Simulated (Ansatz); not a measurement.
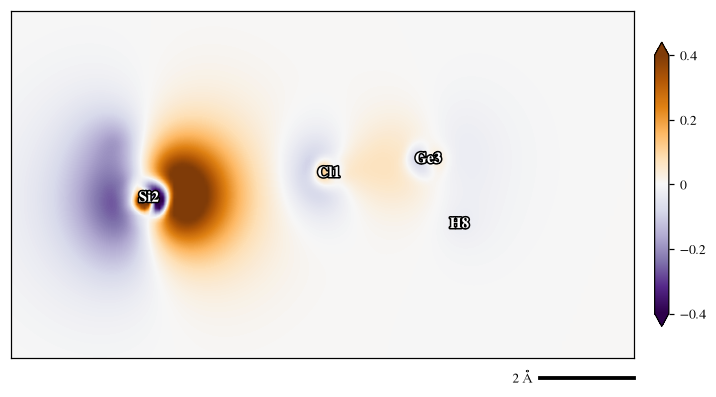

Figure. ClGeH₃···H₃Si (doublet). The HOMO (α) on the plane of atoms Cl1, Ge3 and H8 (values in Å⁻³ᐟ²; the overall sign is arbitrary).

The product side of a reaction path; geometry: PBE0-D4/def2-TZVP.

The calculation used UKS PBE0-D4/def2-TZVPP in Ansatz 0.2.0.

Input

```
crystal:
  periodic: [false, false, false]
  atoms:
    - {symbol: Cl, position_ang: [-0.228080, 0.668136, -0.291562]}
    - {symbol: Si, position_ang: [0.846213, -2.684334, 1.315308]}
    - {symbol: Ge, position_ang: [-0.799296, 2.524307, -1.229947]}
    - {symbol: H, position_ang: [1.182725, -2.449485, 2.743975]}
    - {symbol: H, position_ang: [2.035964, -3.152287, 0.557109]}
    - {symbol: H, position_ang: [-0.281347, -3.643898, 1.183813]}
    - {symbol: H, position_ang: [-2.247083, 2.810843, -0.819176]}
    - {symbol: H, position_ang: [0.159515, 3.603200, -0.716543]}
    - {symbol: H, position_ang: [-0.668712, 2.323618, -2.743077]}
basis:
  gaussian: {orbitals: def2-TZVPP}
magnetization: {spin_polarized: true, initial_magnetization: 1}
hamiltonian: {xc: pbe0, dispersion: d4}
output: {orbitals: {seedname: orbitals}}
```

Command:

```sh
ansatz run in.yaml --threads 8 --pin off --events-out ev --progress --plain --max-ram 19148MiB
```

Where does this orbital lie, and at what energy?

Answer. Its weight (Hirshfeld) is mainly on Si2 (about 80 %). Its energy is −6.16 eV.
